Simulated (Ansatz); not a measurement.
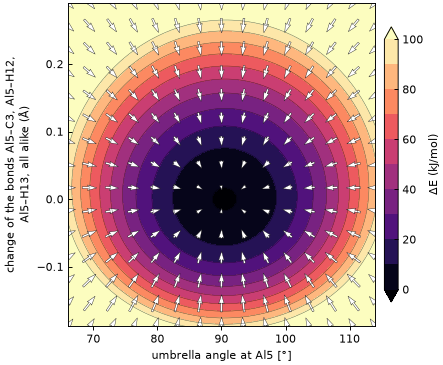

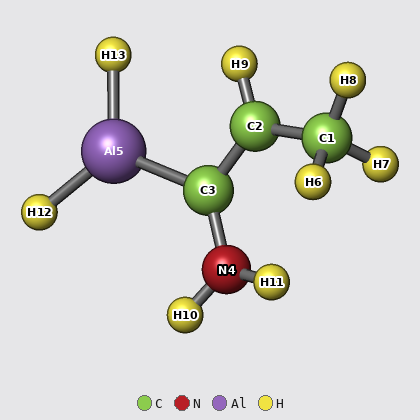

Energy landscape of C3H8AlN, SMILES CC=[C](N)[AlH2]. 
- The first coordinate is: umbrella angle at Al5 (between each of its bonds and their common axis; 90 is planar); the second: change of the bonds Al5–C3, Al5–H12, Al5–H13, all alike.
- Nothing is relaxed (all other coordinates rigid).
- The scan uses a 15 × 15 grid.
- Points are written as (first, second).
- Energies are in kJ/mol, from the lowest grid point.
- These are results of RKS SPW92 (LDA)/def2-SVP in Ansatz 0.2.0, not measurements.

In the figure: filled contours, arrows along the force (downhill), their lengths compressed, one colour for all values above the top of the scale. Between grid points the surface is interpolated. The second picture is the structure at the lowest point.

> Where are the wells?

The lowest grid point is at (90.0°, 0.017 Å). It is the only kind of minimum in the scanned range. The highest grid point, (66.0°, −0.188 Å), lies 203 kJ/mol above the lowest. Round the minimum the two coordinates are nearly uncoupled.

The values on the grid:

| second ↓, first → | 66.0 | 69.4 | 72.9 | 76.3 | 79.7 | 83.1 | 86.6 | 90.0 | 93.4 | 96.9 | 100.3 | 103.7 | 107.1 | 110.6 | 114.0 |
| --- | --- | --- | --- | --- | --- | --- | --- | --- | --- | --- | --- | --- | --- | --- | --- |
| 0.291 | 191 | 172 | 156 | 142 | 132 | 124 | 119 | 117 | 118 | 121 | 128 | 138 | 150 | 165 | 183 |
| 0.257 | 172 | 152 | 135 | 121 | 110 | 102 | 97 | 95 | 96 | 100 | 107 | 117 | 129 | 145 | 163 |
| 0.223 | 154 | 134 | 116 | 102 | 90 | 82 | 77 | 74 | 75 | 80 | 87 | 97 | 110 | 127 | 146 |
| 0.188 | 137 | 116 | 98 | 83 | 71 | 63 | 57 | 55 | 56 | 61 | 68 | 79 | 92 | 109 | 129 |
| 0.154 | 123 | 102 | 83 | 67 | 55 | 46 | 41 | 39 | 40 | 44 | 52 | 63 | 77 | 95 | 115 |
| 0.120 | 111 | 89 | 69 | 54 | 41 | 32 | 27 | 24 | 25 | 30 | 38 | 49 | 64 | 82 | 103 |
| 0.086 | 102 | 79 | 59 | 43 | 30 | 21 | 15 | 13 | 14 | 19 | 27 | 39 | 54 | 73 | 94 |
| 0.051 | 97 | 73 | 52 | 35 | 22 | 13 | 7 | 4 | 6 | 11 | 19 | 31 | 47 | 66 | 89 |
| 0.017 | 95 | 70 | 49 | 32 | 18 | 9 | 2 | 0 | 1 | 6 | 15 | 28 | 44 | 64 | 87 |
| −0.017 | 97 | 72 | 50 | 33 | 19 | 9 | 2 | 0 | 1 | 7 | 16 | 28 | 45 | 66 | 90 |
| −0.051 | 105 | 79 | 56 | 38 | 24 | 14 | 8 | 5 | 7 | 12 | 21 | 34 | 51 | 73 | 98 |
| −0.086 | 119 | 92 | 69 | 50 | 36 | 26 | 19 | 16 | 18 | 23 | 33 | 46 | 64 | 86 | 112 |
| −0.120 | 139 | 112 | 88 | 69 | 54 | 43 | 37 | 34 | 36 | 41 | 51 | 65 | 83 | 106 | 132 |
| −0.154 | 167 | 139 | 114 | 95 | 80 | 69 | 62 | 59 | 61 | 67 | 77 | 91 | 110 | 133 | 160 |
| −0.188 | 203 | 174 | 149 | 130 | 114 | 103 | 96 | 93 | 95 | 101 | 111 | 126 | 145 | 169 | 197 |

The whole map (225 points run) took 4.5 min on 1 thread of AMD EPYC 9R45 96-Core Processor (Zen 5), on a shared host.
